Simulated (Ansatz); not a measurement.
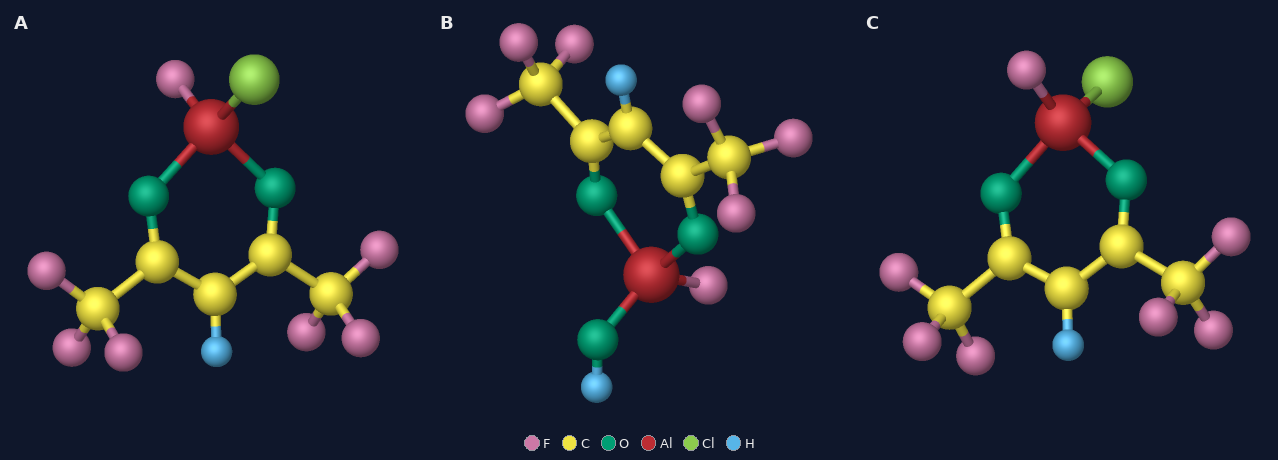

Source: calculation with Ansatz.

```xyz
17
charge 0, multiplicity 1
F    -2.1765    2.4922    1.3409
C    -1.6312    1.3276    1.6261
F    -0.9138    1.4482    2.7440
F    -2.6006    0.4396    1.8515
C    -0.7298    0.8296    0.4840
C    -0.0923   -0.3915    0.6484
C     0.7483   -0.8780   -0.3421
C     1.4437   -2.2271   -0.0939
F     2.2165   -2.5674   -1.1048
F     0.5253   -3.1772    0.0876
F     2.1855   -2.1533    1.0120
O     1.0071   -0.3198   -1.4421
Al    0.3178    1.2597   -2.0309
F     1.5294    2.3602   -2.1382
Cl   -0.9637    0.9282   -3.6385
O    -0.6437    1.5875   -0.5193
H    -0.2410   -0.9589    1.5552
```

Which panel shows the molecule in this file?

Answer. C. The file holds C5HAlClF7O2, `FC(F)(F)C1=CC(C(F)(F)F)=[O+][Al@-]([F])([Cl])[O]1`.
